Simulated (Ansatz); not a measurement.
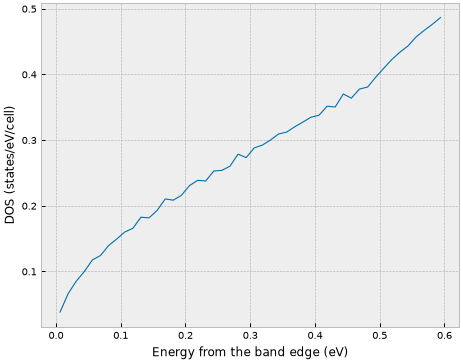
Figure. Density of states of Cu$_{2}$O (Pn-3m) above the conduction band minimum, PBEsol, rigid bands (Ansatz, a first-principles code); cell volume 75.3 Å³.

### Question
What effective density of states at 300 K does this give (∫ g(E) exp(−E/k_BT) dE, both spins, divided by the cell's size)?

### Answer
2.4e19 cm⁻³, a density-of-states mass of 0.97 mₑ, valleys and band degeneracy included.

Spin-orbit coupling is left out. Geometry: cell and atoms relaxed with PBEsol.
